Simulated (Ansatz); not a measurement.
# How fast states decay through IF

Aim: relax a made-up compound, IF, and see how good a tunnel barrier it would be. It is built by putting I for part of the F in the F structure of space group C2/m, with the volume rescaled by atomic radii. The parent structure comes from the Materials Project.

Method: LDA DFT, plane waves, PAW files, in the first sound run; inputs show where later runs differ, in Ansatz 0.2.0.

The structure was built from a prototype and need not be the compound's stable phase.

## 1. The structure

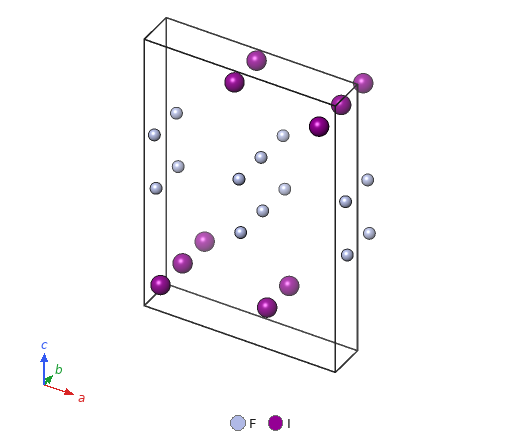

The starting structure, seen slightly off an axis (fluorine light blue, iodine purple). 1×2×1 cells are drawn. This picture shows the conventional cell, with its axes. Bonds to atoms that aren't drawn are left out. Some periodic images of atoms are drawn too.

## 2. Relaxing the new crystal

The substituted atoms don't fit the parent's cell, so cell and atoms relax together. A small smearing keeps the run stable in case the gap closes on the way.

input.yaml

```yaml
crystal:
  lattice:
    - [3.7644780281, -2.155039825, 0.0]
    - [3.7644780281, 2.155039825, 0.0]
    - [-2.9874778866, 0.0, 9.5530423094]
  atoms:
    - { symbol: F, position: [0.50449513, 0.50449513, 0.40085011] }
    - { symbol: I, position: [0.08535816, 0.08535816, 0.09860326] }
    - { symbol: F, position: [0.49550487, 0.49550487, 0.59914989] }
    - { symbol: I, position: [0.91464184, 0.91464184, 0.90139674] }
kpoints:
  mp_grid: { grid: [6, 6, 2] }
scf:
  occupations: { method: gaussian, width: 0.03 }
hamiltonian:
  xc: lda
output:
  forces: true
  stress: true
relax:
  f_tol: 0.02
  max_steps: 60
  cell: {}
```

Run with:

```sh
ansatz run input.yaml --threads 2 --pin off --max-ram 4096MiB --backend cpu --events-out ev --progress --plain --runs-dir out
```

Numbers of over 12 decimals in the logs are rounded to 6 here.

The log of the run:

```text
Engine: ansatz 0.2.0, aarch64-unknown-linux-gnu
Pseudopotentials: kind: paw
Pseudopotential: F, paw, valence charge 7, recommended cutoff 420 eV (normal), F.paw.azcp
Pseudopotential: I, paw, valence charge 17, recommended cutoff 420 eV (normal), I.paw.azcp
Functional definition: SPW92
  exchange = slater_x
  correlation = pw_c
Crystal: 4 atoms, lattice volume = 155.000 Å³
Basis set: ecut = 420 eV, 3031 PW (Γ)
Bands: 29, of which v1, the nominal top of the filled ones, is band 24 counted from 1 (23 counted from 0)
Symmetry: 4 space group operations
Space group: C2/m (ITA 12), of the structure as read, at distance tolerance 5.4e-5 Å
k-points: 26 of 72
Non-local potential: F, projectors of the file, l = 0: 2, l = 1: 2, l = 2: 1
Non-local potential: I, projectors of the file, l = 0: 2, l = 1: 2, l = 2: 2, l = 3: 2
PAW form: soft (Blöchl's): semilocal exchange-correlation on the pseudo side does not see the compensation charge
PAW frozen core: F, regenerated for the run's functional, and the local potential with it (the file was generated under x = pbe(κ = 0.804, μ = 0.219515), c = pbe(β = 0.066725))
PAW frozen core: I, regenerated for the run's functional, and the local potential with it (the file was generated under x = pbe(κ = 0.804, μ = 0.219515), c = pbe(β = 0.066725))
PAW one-centre angular grid: F, 110 points (default); XC on 64 Gauss nodes
PAW one-centre angular grid: I, 590 points (default); XC on 64 Gauss nodes
Initial density: superposition of atomic densities (neutral atoms: chi_scale 0, normalization atom), corrected by the library's trained network
Initial wavefunctions: pseudopotential atomic-orbital guess
Functional: x = slater, c = lda
SCF iter   1: F=—  HF=-16285.756352 eV  |F-HF|=—  |Δ(HF+E_count)|=         —  Δρ=4.09e-2  dr2=3.23e0  ethr=1.77e-3  ⟨swp⟩=9.8  Hψ=4407  notcnv=0
preconditioner: auto → Resta (q_TF=auto, 2.244 Å⁻¹)  ε∞=3.4  [insulator: Δε(μ)=0.229 eV  Ē_g=9.793 eV  σ=0.030 eV  W_gap=1.00  n_scr=32 (ndim 8)  ℏωp=15.2 eV  f_vac=0.334  D(μ)=0.00/eV (n_scr^D=0)  ε∞_Penn≈3.4]
SCF iter   2: F=—  HF=-16288.251962 eV  |F-HF|=—  |Δ(HF+E_count)|=    2.50e0  Δρ=1.14e-1  dr2=2.85e1  ethr=1.77e-3  ⟨swp⟩=3.1  Hψ=1543  notcnv=0  defer=20  recentre
preconditioner: auto → LDOS  [metal: Δε(μ)=0.030 eV  Ē_g=9.507 eV  σ=0.030 eV  W_gap=0.49  n_scr=32 (ndim 8)  ℏωp=14.6 eV  f_vac=0.329  D(μ)=6.86/eV (n_scr^D=50)  β→1.0]
SCF iter   3: F=—  HF=-16285.543291 eV  |F-HF|=—  |Δ(HF+E_count)|=    2.71e0  Δρ=1.07e-2  dr2=1.73e-1  ethr=1.77e-3  ⟨swp⟩=3.1  Hψ=1501  notcnv=0  defer=10
SCF iter   4: F=—  HF=-16285.525755 eV  |F-HF|=—  |Δ(HF+E_count)|=   1.75e-2  Δρ=1.62e-3  dr2=1.20e-2  ethr=3.61e-4  ⟨swp⟩=2.6  Hψ=1088  notcnv=0
SCF iter   5: F=—  HF=-16285.525233 eV  |F-HF|=—  |Δ(HF+E_count)|=   5.21e-4  Δρ=1.19e-3  dr2=1.47e-3  ethr=2.51e-5  ⟨swp⟩=2.1  Hψ=967  notcnv=0
SCF iter   6: F=—  HF=-16285.525196 eV  |F-HF|=—  |Δ(HF+E_count)|=   3.79e-5  Δρ=4.09e-4  dr2=2.48e-4  ethr=3.06e-6  ⟨swp⟩=1.9  Hψ=842  notcnv=0
SCF iter   7: F=—  HF=-16285.525142 eV  |F-HF|=—  |Δ(HF+E_count)|=   5.39e-5  Δρ=2.09e-4  dr2=1.53e-4  ethr=5.16e-7  ⟨swp⟩=2.8  Hψ=1503  notcnv=0
SCF iter   8: F=—  HF=-16285.525129 eV  |F-HF|=—  |Δ(HF+E_count)|=   1.22e-5  Δρ=3.98e-5  dr2=7.03e-6  ethr=3.18e-7  ⟨swp⟩=1.0  Hψ=754  notcnv=0
SCF iter   9: F=—  HF=-16285.525123 eV  |F-HF|=—  |Δ(HF+E_count)|=   6.65e-6  Δρ=2.04e-5  dr2=1.20e-6  ethr=1.46e-8  ⟨swp⟩=2.0  Hψ=1004  notcnv=0
SCF iter  10: F=-16285.525123 eV  HF=-16285.525123 eV  |F-HF|=4.61e-8  |Δ(HF+E_count)|=   7.15e-8  Δρ=4.29e-6  dr2=5.02e-8  ethr=2.08e-10  ⟨swp⟩=5.0  Hψ=2968  notcnv=0
SCF 1 converged in 10 iterations: F = -16285.525123 eV  dr2 = 5.02e-8
  greatest PAW one-centre occupation: 1.001 electrons in one spin orbital (limit 2), on the I atom at site 3 (counted from 0), in its partial waves of l = 2
relax step   1: F+E_penalty+E_count = -16285.52512267 eV  Δ(F+E_penalty+E_count) = +0.000e0 eV  max|allowed force component| = 2.818e1 eV/Å  Δτ_max = 0.0000 Å  P = +16.792 GPa  Ω = 155.000 Å³  (10 SCF iters, dr2 threshold 1.00e-7 eV, accepted)
Crystal: 4 atoms, lattice volume = 156.547 Å³
Basis set: ecut = 420 eV, 3051 PW (Γ)
Initial density: handed on by an earlier stage of this run
Initial wavefunctions: those handed on with the density
SCF iter   1: F=—  HF=-16291.598948 eV  |F-HF|=—  |Δ(HF+E_count)|=         —  Δρ=3.06e-2  dr2=1.99e0  ethr=3.10e-3  ⟨swp⟩=8.9  Hψ=3639  notcnv=0
preconditioner: auto → LDOS  [metal: Δε(μ)=0.025 eV  Ē_g=8.176 eV  σ=0.030 eV  W_gap=0.42  n_scr=32 (ndim 8)  ℏωp=14.5 eV  f_vac=0.285  D(μ)=3.90/eV (n_scr^D=30)  β→1.0]
SCF iter   2: F=—  HF=-16291.597392 eV  |F-HF|=—  |Δ(HF+E_count)|=   1.56e-3  Δρ=2.82e-2  dr2=1.10e0  ethr=3.10e-3  ⟨swp⟩=3.7  Hψ=1845  notcnv=0  defer=2
SCF iter   3: F=—  HF=-16291.389704 eV  |F-HF|=—  |Δ(HF+E_count)|=   2.08e-1  Δρ=5.17e-3  dr2=3.53e-2  ethr=2.29e-3  ⟨swp⟩=3.3  Hψ=1623  notcnv=0  defer=2
SCF iter   4: F=—  HF=-16291.387648 eV  |F-HF|=—  |Δ(HF+E_count)|=   2.06e-3  Δρ=8.63e-4  dr2=1.64e-3  ethr=7.36e-5  ⟨swp⟩=3.2  Hψ=1388  notcnv=0  defer=4
SCF iter   5: F=—  HF=-16291.387847 eV  |F-HF|=—  |Δ(HF+E_count)|=   1.99e-4  Δρ=3.37e-4  dr2=1.21e-4  ethr=3.43e-6  ⟨swp⟩=2.1  Hψ=1001  notcnv=0  defer=4
SCF iter   6: F=—  HF=-16291.387828 eV  |F-HF|=—  |Δ(HF+E_count)|=   1.86e-5  Δρ=1.37e-4  dr2=2.81e-5  ethr=2.51e-7  ⟨swp⟩=2.6  Hψ=1291  notcnv=0  defer=4
SCF iter   7: F=—  HF=-16291.387828 eV  |F-HF|=—  |Δ(HF+E_count)|=   2.96e-7  Δρ=6.37e-5  dr2=3.61e-6  ethr=5.85e-8  ⟨swp⟩=2.1  Hψ=1038  notcnv=0  defer=4
SCF iter   8: F=—  HF=-16291.387828 eV  |F-HF|=—  |Δ(HF+E_count)|=   2.62e-8  Δρ=2.96e-5  dr2=1.29e-6  ethr=7.51e-9  ⟨swp⟩=1.1  Hψ=759  notcnv=0  defer=4
SCF iter   9: F=-16291.387828 eV  HF=-16291.387828 eV  |F-HF|=3.29e-8  |Δ(HF+E_count)|=   9.31e-9  Δρ=5.28e-6  dr2=4.15e-8  ethr=8.33e-10  ⟨swp⟩=4.2  Hψ=2820  notcnv=0
SCF 2 converged in 9 iterations: F = -16291.387828 eV  dr2 = 4.15e-8
  greatest PAW one-centre occupation: 1.000 electrons in one spin orbital (limit 2), on the I atom at site 3 (counted from 0), in its partial waves of l = 2
relax step   2: F+E_penalty+E_count = -16291.38782798 eV  Δ(F+E_penalty+E_count) = -5.863e0 eV  max|allowed force component| = 4.044e0 eV/Å  Δτ_max = 0.1950 Å  P = -0.676 GPa  Ω = 156.547 Å³  energy of the carried Pulay correction = -2.582e-3 eV  (9 SCF iters, dr2 threshold 4.00e-7 eV, accepted)
Crystal: 4 atoms, lattice volume = 143.797 Å³
Basis set: ecut = 420 eV, 2781 PW (Γ)
SCF iter   1: F=—  HF=-16292.589652 eV  |F-HF|=—  |Δ(HF+E_count)|=         —  Δρ=4.25e-2  dr2=3.58e0  ethr=3.10e-3  ⟨swp⟩=9.0  Hψ=3765  notcnv=0
[...]
relax step  28: F+E_penalty+E_count = -16296.19212505 eV  Δ(F+E_penalty+E_count) = -6.044e-3 eV  max|allowed force component| = 8.021e-3 eV/Å  Δτ_max = 0.0000 Å  P = -0.004 GPa  Ω = 101.999 Å³  stress off target by 4.49e-1 GPa  SCF on the basis re-selected at this cell (its energy is not comparable with the rows above)  (8 SCF iters)
relax step  29: F+E_penalty+E_count = -16296.19930679 eV  Δ(F+E_penalty+E_count) = -7.182e-3 eV  max|allowed force component| = 5.970e-2 eV/Å  Δτ_max = 0.0469 Å  P = +0.252 GPa  Ω = 100.458 Å³  energy of the carried Pulay correction = +4.568e-3 eV  (6 SCF iters, dr2 threshold 4.00e-7 eV, accepted)
relax step  30: F+E_penalty+E_count = -16296.19895453 eV  Δ(F+E_penalty+E_count) = +3.523e-4 eV  max|allowed force component| = 2.997e-2 eV/Å  Δτ_max = 0.0258 Å  P = -0.003 GPa  Ω = 101.628 Å³  energy of the carried Pulay correction = +1.898e-3 eV  (6 SCF iters, dr2 threshold 4.00e-7 eV, accepted)
relax step  31: F+E_penalty+E_count = -16296.19945858 eV  Δ(F+E_penalty+E_count) = -5.041e-4 eV  max|allowed force component| = 2.604e-2 eV/Å  Δτ_max = 0.0328 Å  P = +0.015 GPa  Ω = 101.544 Å³  energy of the carried Pulay correction = +2.223e-3 eV  (7 SCF iters, dr2 threshold 5.61e-8 eV, accepted)
relax step  32: F+E_penalty+E_count = -16296.19956346 eV  Δ(F+E_penalty+E_count) = -1.049e-4 eV  max|allowed force component| = 1.182e-2 eV/Å  Δτ_max = 0.0123 Å  P = -0.029 GPa  Ω = 101.586 Å³  energy of the carried Pulay correction = +2.070e-3 eV  (6 SCF iters, dr2 threshold 4.24e-8 eV, accepted)
relax step  33: F+E_penalty+E_count = -16296.19962380 eV  Δ(F+E_penalty+E_count) = -6.035e-5 eV  max|allowed force component| = 5.793e-3 eV/Å  Δτ_max = 0.0029 Å  P = +0.016 GPa  Ω = 101.563 Å³  energy of the carried Pulay correction = +2.118e-3 eV  (5 SCF iters, dr2 threshold 1.24e-8 eV, accepted)
relax step  34: F+E_penalty+E_count = -16296.19891376 eV  Δ(F+E_penalty+E_count) = +7.100e-4 eV  max|allowed force component| = 4.845e-3 eV/Å  Δτ_max = 0.0000 Å  P = +0.002 GPa  Ω = 101.563 Å³  stress off target by 1.18e-1 GPa  SCF on the basis re-selected at this cell (its energy is not comparable with the rows above)  (6 SCF iters)
relax step  35: F+E_penalty+E_count = -16296.19984775 eV  Δ(F+E_penalty+E_count) = -9.340e-4 eV  max|allowed force component| = 2.482e-2 eV/Å  Δτ_max = 0.0085 Å  P = +0.062 GPa  Ω = 101.393 Å³  energy of the carried Pulay correction = +6.373e-4 eV  (6 SCF iters, dr2 threshold 3.49e-8 eV, accepted)
relax step  36: F+E_penalty+E_count = -16296.19943357 eV  Δ(F+E_penalty+E_count) = +4.142e-4 eV  max|allowed force component| = 1.472e-2 eV/Å  Δτ_max = 0.0064 Å  P = -0.077 GPa  Ω = 101.588 Å³  energy of the carried Pulay correction = +2.876e-4 eV  (6 SCF iters, dr2 threshold 8.99e-8 eV, rejected (line search))
relax step  37: F+E_penalty+E_count = -16296.19982319 eV  Δ(F+E_penalty+E_count) = +2.456e-5 eV  max|allowed force component| = 9.084e-3 eV/Å  Δτ_max = 0.0014 Å  P = +0.002 GPa  Ω = 101.458 Å³  energy of the carried Pulay correction = +5.367e-4 eV  (8 SCF iters, accepted)
relax step  38: F+E_penalty+E_count = -16296.19931746 eV  Δ(F+E_penalty+E_count) = +5.057e-4 eV  max|allowed force component| = 9.189e-3 eV/Å  Δτ_max = 0.0000 Å  P = -0.003 GPa  Ω = 101.458 Å³  stress off target by 5.25e-2 GPa  SCF on the basis re-selected at this cell (its energy is not comparable with the rows above)  (6 SCF iters)
relax step  39: F+E_penalty+E_count = -16296.19961333 eV  Δ(F+E_penalty+E_count) = -2.959e-4 eV  max|allowed force component| = 5.240e-3 eV/Å  Δτ_max = 0.0029 Å  P = -0.006 GPa  Ω = 101.406 Å³  energy of the carried Pulay correction = +2.326e-4 eV  (6 SCF iters, dr2 threshold 6.90e-9 eV, accepted)
iter 1 solved again at ethr=4.74e-7 eV; its pass at ethr=3.10e-3 eV (dr2=2.28e-4 eV) is discarded
SCF iter   1: F=—  HF=-16296.199263 eV  |F-HF|=—  |Δ(HF+E_count)|=         —  Δρ=1.25e-4  dr2=3.87e-7  ethr=4.74e-7  ⟨swp⟩=3.1  Hψ=5927  notcnv=0
preconditioner: auto → Resta (q_TF=auto, 2.409 Å⁻¹)  ε∞=4.1  [insulator: Δε(μ)=0.219 eV  Ē_g=10.184 eV  σ=0.030 eV  W_gap=1.00  n_scr=26 (ndim 8)  ℏωp=18.1 eV  f_vac=0.128  D(μ)=0.00/eV (n_scr^D=0)  ε∞_Penn≈4.1]
SCF iter   2: F=—  HF=-16296.199284 eV  |F-HF|=—  |Δ(HF+E_count)|=   2.16e-5  Δρ=6.30e-5  dr2=9.97e-8  ethr=8.06e-10  ⟨swp⟩=2.9  Hψ=1217  notcnv=0
SCF iter   3: F=—  HF=-16296.199291 eV  |F-HF|=—  |Δ(HF+E_count)|=   7.14e-6  Δρ=7.43e-6  dr2=1.93e-8  ethr=2.08e-10  ⟨swp⟩=2.1  Hψ=874  notcnv=0
SCF iter   4: F=—  HF=-16296.199291 eV  |F-HF|=—  |Δ(HF+E_count)|=   3.67e-8  Δρ=8.81e-7  dr2=7.72e-10  ethr=4.02e-11  ⟨swp⟩=2.0  Hψ=1098  notcnv=0
SCF iter   5: F=—  HF=-16296.199291 eV  |F-HF|=—  |Δ(HF+E_count)|=  6.73e-11  Δρ=2.99e-7  dr2=1.06e-10  ethr=1.61e-12  ⟨swp⟩=2.1  Hψ=1084  notcnv=0
SCF iter   6: F=-16296.199291 eV  HF=-16296.199291 eV  |F-HF|=1.82e-12  |Δ(HF+E_count)|=  7.28e-12  Δρ=6.94e-8  dr2=6.31e-12  ethr=1.00e-12  ⟨swp⟩=5.0  Hψ=2571  notcnv=0
SCF 40 converged in 6 iterations: F = -16296.199291 eV  dr2 = 6.31e-12
relax step  40: F+E_penalty+E_count = -16296.19929129 eV  Δ(F+E_penalty+E_count) = +3.220e-4 eV  max|allowed force component| = 5.294e-3 eV/Å  Δτ_max = 0.0000 Å  P = -0.008 GPa  Ω = 101.406 Å³  stress off target by 2.78e-2 GPa  SCF on the basis re-selected at this cell (its energy is not comparable with the rows above)  (6 SCF iters)
basis re-selected at this cell: Δ(F+E_penalty+E_count) = +3.220e-4 eV, ΔP = -0.002 GPa vs the last step (what re-selecting the basis moved, of the pressure what is left beyond the Pulay correction that the steps carried, after the strain that the cell walked since its last selection, with what the two solves' SCF thresholds leave and, on support functions, any second-order correction that the steps lacked; it is no m [...]
SCF converged after 6 iterations
Free energy (F): -16296.199291 eV
Harris-Foulkes:  -16296.199291 eV  (|F-HF|=1.82e-12)
Internal energy: -16296.199291 eV  (E = F + TS)
E sigma→0 (E₀):  -16296.199291 eV
Fermi energy:    5.085859 eV
--- Per-component energies (eV) ---
  E_band       = -896.654177
  E_kinetic    = 788.433783
  E_local      = -5367.697418  (includes V_loc(G=0)·N_el)
  E_nonlocal   = -23.895131
  E_hartree    = 2563.576323
  E_xc         = -409.646272
  E_vxc        = -457.835895  (∫ρ·V_xc dr)
  E_paw        = -9688.600998  (= ΣΔE_a)
  E_vpaw       = -962.816279  (= ΣTr[D̂ρ^β])
  E_aug_tail   = 0.004132  (compensation charges beyond the density's cutoff)
  E_ewald      = -4160.162644
  E_core_change = 1.788934  (= ΣΔE_core)
  E_smearing   = -0.000000  (= −TS)
  E_closure    = 0.000000  (closes the sum)
  Σ components = -16296.199291   (vs F -16296.199291, Δ=0.00e0)
--- Forces (eV/Å), atoms counted from 1 ---
  atom   1  F      0.00133552     0.00000000     0.00006810
  atom   2  I     -0.00529439     0.00000000    -0.00191374
  atom   3  F     -0.00133552     0.00000000    -0.00006810
  atom   4  I      0.00529439     0.00000000     0.00191374
  max |Σ_I F_I| component: 2.17e-19 eV/Å
--- Stress (GPa, compression-positive) ---
       -0.000086      -0.000000      -0.020670
       -0.000000      -0.011133       0.000000
       -0.020670       0.000000      -0.012311
  P = ⅓ Tr σ = -0.0078 GPa (-0.078 kbar)
--- Relaxed structure (36 steps of the walk, 33 accepted, 4 SCFs on fresh bases) ---
  F+E_penalty+E_count = -16296.19929129 eV   max|allowed force component| = 5.294e-3 eV/Å   (the final SCF, on the basis selected at the relaxed cell)
  cell:  # Å, volume = 101.4057 Å³
    - [4.245490, -2.113466, -0.257869]
    - [4.245490, 2.113466, -0.257869]
    - [-4.023598, 0.0, 5.895184]
  atoms:
    - { symbol: F, position: [0.469257, 0.469257, 0.287703] }
    - { symbol: I, position: [0.194742, 0.194742, 0.199731] }
    - { symbol: F, position: [0.530743, 0.530743, 0.712297] }
    - { symbol: I, position: [0.805258, 0.805258, 0.800269] }
```

The job ended after 90 s (2 threads of Arm Neoverse V2, shared host; peak memory 0.42 GiB).

Step by step (22 of 40):

```tsv
step	energy less that of the first step (eV)	largest force component (eV/Å)	pressure (GPa)	volume (Å³)
1	0.0000	28.1776	16.79	155.00
3	-6.6390	3.1006	-1.34	143.80
5	-7.7091	1.5980	0.42	116.89
7	-8.5668	2.0612	2.04	95.02
8	-9.3400	2.0691	2.53	89.77
10	-9.8278	0.6748	-1.74	99.00
12	-10.3217	0.3190	2.03	95.80
14	-10.4696	0.2062	-0.64	105.56
16	-10.5300	0.2387	-0.19	105.39
18	-10.6121	0.1341	-0.12	101.69
20	-10.5222	1.0176	2.81	100.49
21	-10.6434	0.0480	-0.22	101.88
23	-10.6579	0.1063	0.01	101.13
25	-10.6610	0.0097	-0.03	101.97
27	-10.6610	0.0043	-0.01	102.00
29	-10.6742	0.0597	0.25	100.46
31	-10.6743	0.0260	0.01	101.54
33	-10.6745	0.0058	0.02	101.56
34*	-10.6738	0.0048	0.00	101.56
36	-10.6743	0.0147	-0.08	101.59
38*	-10.6742	0.0092	0.00	101.46
40*	-10.6742	0.0053	-0.01	101.41
```

Relaxation steps marked * repeat the geometry before them on a plane-wave basis chosen anew for their cell, so energy and pressure can jump there. Other such steps can lie between the rows shown. Relaxation steps 20, 26, 36 were tried and not accepted.

The run keeps the 4 symmetry operations that it works with, so distortions that break them were not tested.

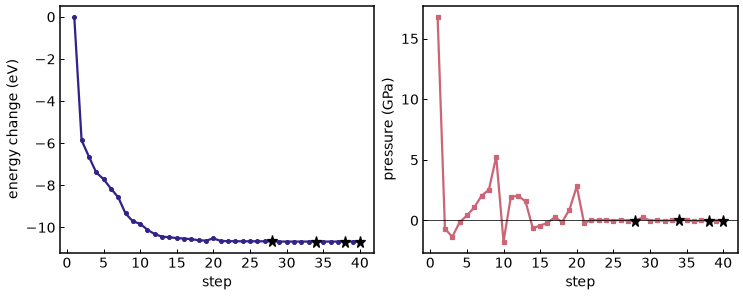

Energy and pressure along the relaxation. Stars mark steps on a basis chosen anew.

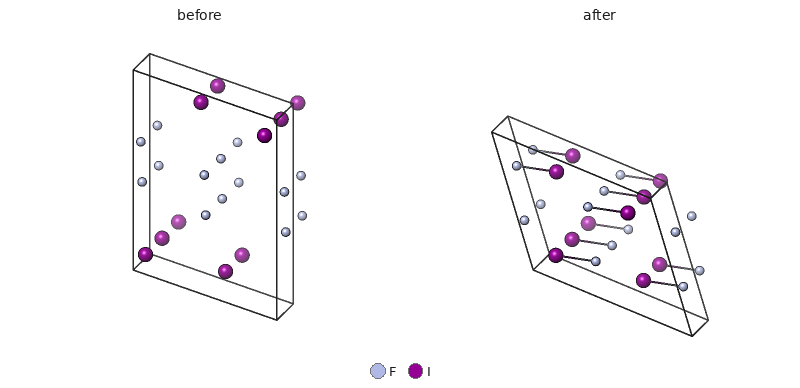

Before and after, at one scale. Bonds to atoms that aren't drawn are left out.

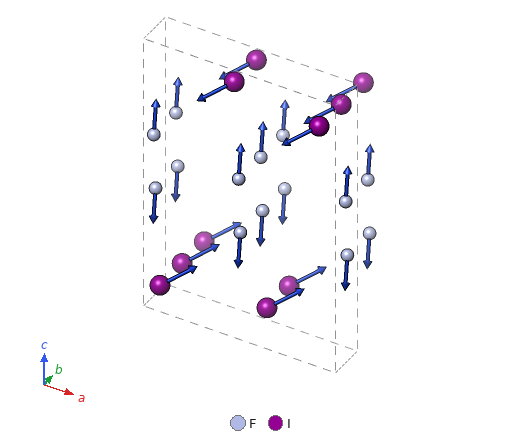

Displacements in the relaxation, exaggerated, measured against the changing cell; the longest in the cell stands for 0.75 Å. Bonds to atoms that aren't drawn are left out. 1×2×1 conventional cells are drawn. Some periodic images of atoms are drawn too.

```tsv
cell as run	before	after	change
a (Å)	4.338	4.749	+9.5 %
b (Å)	4.338	4.749	+9.5 %
c (Å)	10.009	7.137	-28.7 %
α (°)	105.01	123.28	+17.4 %
β (°)	105.01	123.28	+17.4 %
γ (°)	59.58	52.85	-11.3 %
volume (Å³/atom)	38.75	25.35	-34.6 %
```

The atoms that moved most (Å, as changes of fractional coordinates times the final cell):

```tsv
atom	dx	dy	dz	length
I4	-0.522	0.000	-0.540	0.751
I2	0.522	0.000	0.540	0.751
F3	-0.156	0.000	0.649	0.667
F1	0.156	0.000	-0.649	0.667
```

Final coordinates:

```xyz
4
Lattice="4.2455 -2.1135 -0.2579 4.2455 2.1135 -0.2579 -4.0236 0.0000 5.8952" Properties=species:S:1:pos:R:3 pbc="T T T"
F     2.8268    0.0000    1.4540
I     0.8499    0.0000    1.0770
F     1.6405    0.0000    3.9254
I     3.6175    0.0000    4.3024
```

Numbers from this step:

* free energy: -16296.1993 eV
* Fermi energy: 5.086 eV
* pressure: -0.007843 GPa

The largest force component on a free atom ends at 0.0053 eV/Å.

[end of part 1 of 2]

[Logs are printed without paths, hosts, clocks, repeated set-up lines and the standing remarks that a program may print on its own settings, such as how far it seeks lower states.]

[Hosts, paths, dates, database ids (printed as entryN), source tags and the programs' standing remarks are cut or masked in the printed files.]
